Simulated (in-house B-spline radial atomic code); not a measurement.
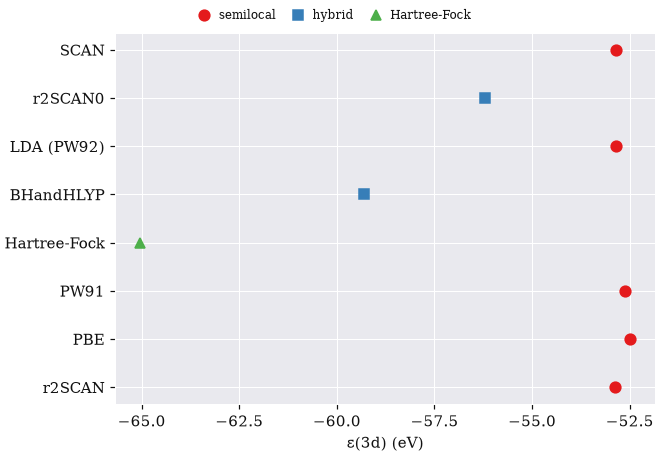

The gallium ion Ga³⁺ in the configuration [Ar] 3d10. All runs are scalar-relativistic, spin-polarised and spherical, computed with an in-house B-spline radial code (spin-free X2C). Hartree-Fock is the average over the configuration. The plot shows the eigenvalue (eV) of the 3d orbital by 8 methods.

Rank the methods.

The deepest is Hartree-Fock (−65.0) and the shallowest PBE (−52.5), a spread of 12.6 eV. In order (eV): Hartree-Fock (−65.0), BHandHLYP (−59.3), r2SCAN0 (−56.2), r2SCAN (−52.9), SCAN (−52.9), LDA (PW92) (−52.8), PW91 (−52.6), PBE (−52.5). On the whole, exact exchange removes self-interaction and deepens occupied levels. The measured ionisation energy (NIST) is 63.2 eV, and minus the eigenvalue comes closest to it for Hartree-Fock.
